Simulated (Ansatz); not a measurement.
## Fields on a plane of ScIr (CsCl type)

```xyz
2
Lattice="3.1621 0.0000 0.0000 0.0000 3.1621 0.0000 0.0000 0.0000 3.1621" Properties=species:S:1:pos:R:3 pbc="T T T"
Sc     1.5810     1.5810     1.5810
Ir     0.0000     0.0000     0.0000
```

The slice is a {100} plane (indices of the conventional cell) through the point (0.000, 0.000, 0.000) (fractional), spanned by u = [100] and v = [010] in vectors of this cell: u (3.16 Å) and v (3.16 Å, at 90° to u). It covers one period; positions are fractions (u, v).

Atoms on it: Ir at (0.00, 0.00).

All values below come from LDA (plane waves to 420 eV, PAW, scalar-relativistic; Ansatz, an electronic-structure program). k mesh 15×15×15. Near the nuclei the fields are pseudised (PAW); where an atom keeps semicore shells as valence, they peak there. ScIr is run without spin polarisation. ScIr was relaxed with its symmetry unable to fall. Spin-orbit coupling is left out, though Ir is heavy.

```
|xxxx97521234543212579xxx|
|xxxx97522234543222579xxx|
|xxx9974323455543234799xx|
|999986433345554333468999|
|777764333445554433346777|
|555443334444444443334455|
|222333344443334444333322|
|112233444333233344433221|
|222334443321112334443322|
|333444443210001234444433|
|444555433100000133455544|
|555555432100000123455555|
|444555433100000133455544|
|333444443210001234444433|
|222334443321112334443322|
|112233444333233344433221|
|222333344443334444333322|
|555443334444444443334455|
|777764333445554433346777|
|999986433345554333468999|
|xxx9974323455543234799xx|
|xxxx97522234543222579xxx|
|xxxx97521234543212579xxx|
|xxxx97521234543212579xxx|
```
Scale: ten equal steps from 0.13 (start of '0') to 0.68 (end of '9'), in the order '0123456789'. Values: electron localisation function (ELF). The map has 24 points along u (one character each, u = 0 at the left) and 24 along v (v = 0 in the bottom row). Points within 0.5 Å of a nucleus are blanked (x), as the pseudised field means little there.

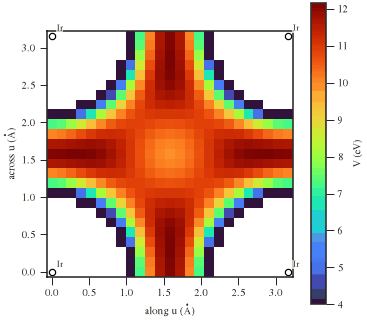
Electrostatic potential energy of an electron, from the cell's mean, in eV, one period of the plane, atoms marked. Points within 1 Å of a nucleus are left white, as the pseudised field means little there. Values under 4 eV are set to 4. The zero, the cell's mean, hangs on the PAW cores.
